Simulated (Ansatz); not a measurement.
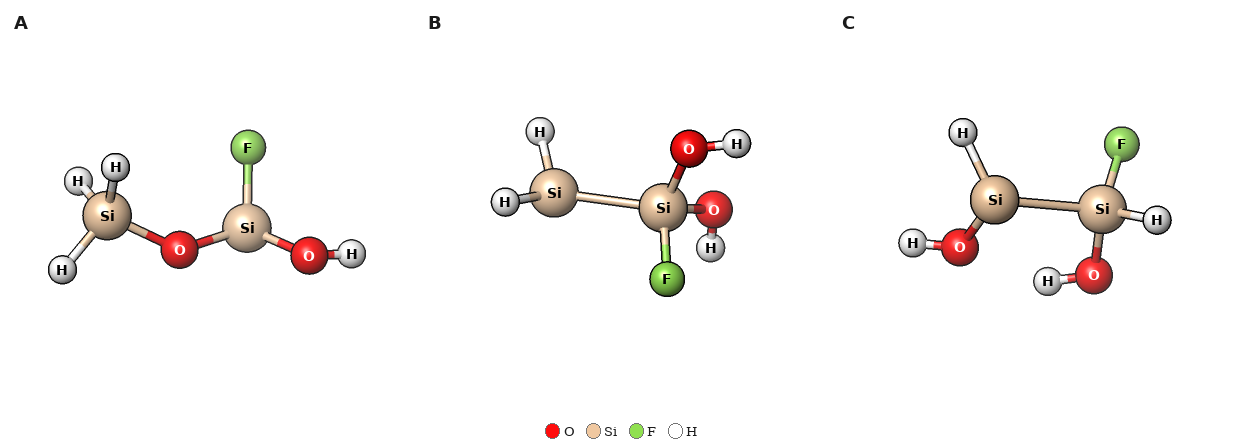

3 stationary structures of one formula. Charge 0, doublet. Geometries: PBE-D4/def2-SVP. Electronic energies: PBE-D4/def2-SVP (Ansatz 0.2.0), without zero-point energy. No frequency run is at hand to confirm each as a minimum. Each is one conformer, not always the lowest.

### Are they conformers, stereoisomers or constitutional isomers?

They are constitutional isomers of FH4O2Si2: A `O[Si](F)O[SiH3]`, B `O[Si](O)(F)[SiH2]`, C `O[SiH][Si@@H](O)F`.

### Which is lowest in energy, and by how much?

A is lowest; B lies 48.1 kJ/mol above it, C lies 83.6 kJ/mol above it.
